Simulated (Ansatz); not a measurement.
## Electronic structure of MgPbS3 in real space

```
Mg Pb S
1.0
     5.08776    0.00000    0.00000
     0.00000    5.08776    0.00000
     0.00000    0.00000    5.08776
Mg Pb S
1 1 3
Direct
  0.00000 0.00000 0.00000
  0.50000 0.50000 0.50000
  0.50000 0.50000 0.00000
  0.50000 0.00000 0.50000
  0.00000 0.50000 0.50000
```

Space group Pm-3m; started from the cubic perovskite prototype, which need not be the ambient phase.

Computed with DFT, r2SCAN+rVV10, plane waves, PAW (Ansatz 0.2.0).

In a PAW calculation such maps are meaningful between the atoms, not at the nuclei.

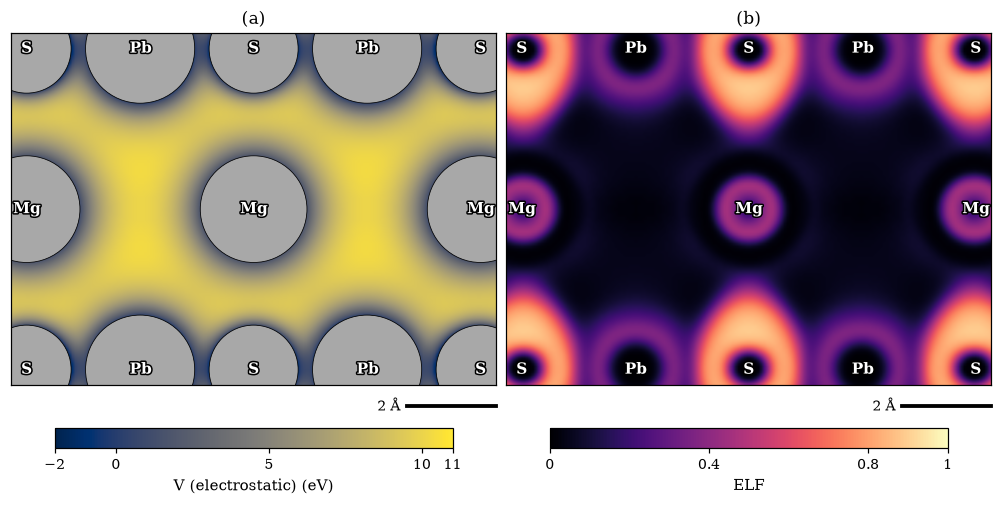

Figure 1. (a) electrostatic potential energy of an electron; (b) electron localisation function on the (011) plane of the conventional cell. Grey discs cover the atomic cores in the potential map.

Read the bonding off the picture.

Answer. The plane passes through Mg, Pb and S nuclei.
Pb–S (2.54 Å): the ELF peaks at about 0.80 in the valence shell of S, 0.8 Å from its nucleus, and drops to about 0.30 between the two atoms.
Mg–S (3.60 Å): the ELF is about 0.40 at the midpoint.
The ELF also peaks beside S, away from the bonds: lone-pair regions.
Outside the cores the potential energy rises away from the atoms and is highest about 2.0 Å from the nearest atoms; its zero is arbitrary.

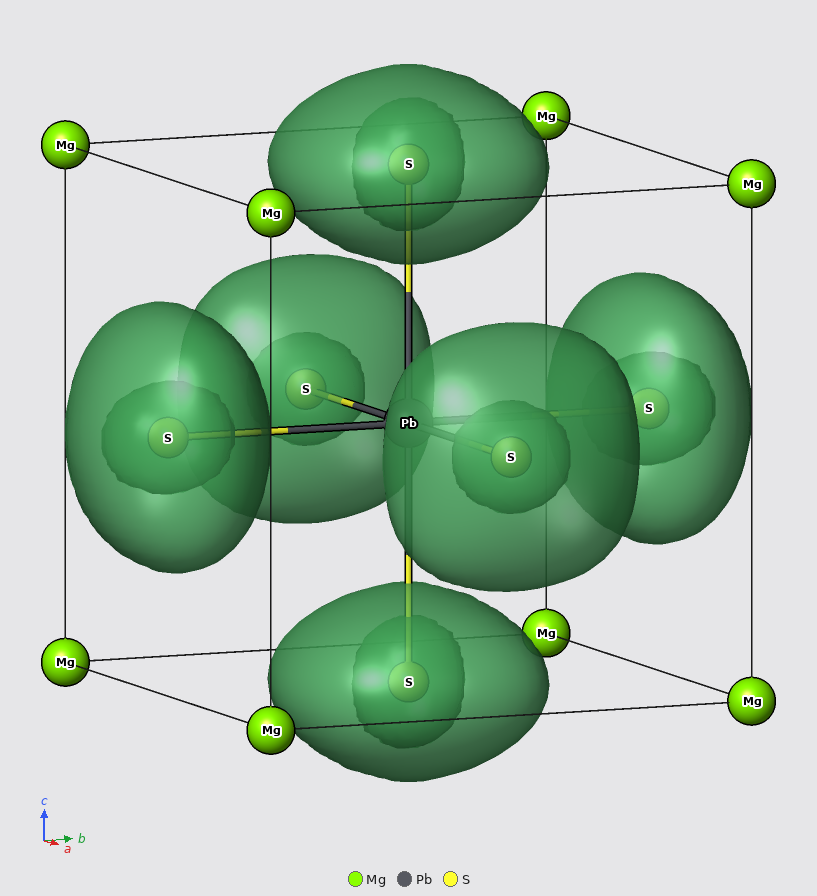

Figure 2. Isosurface of the ELF at 0.75 (green), seen slightly off an axis. Core shells and regions of very low density are left out. Sticks mark near contacts.

Where are the electrons localised?

Answer. The surface consists of three regions wrapped around S (the valence shell of each), counted in one cell of 5 atoms. Regions shared between cells count once.
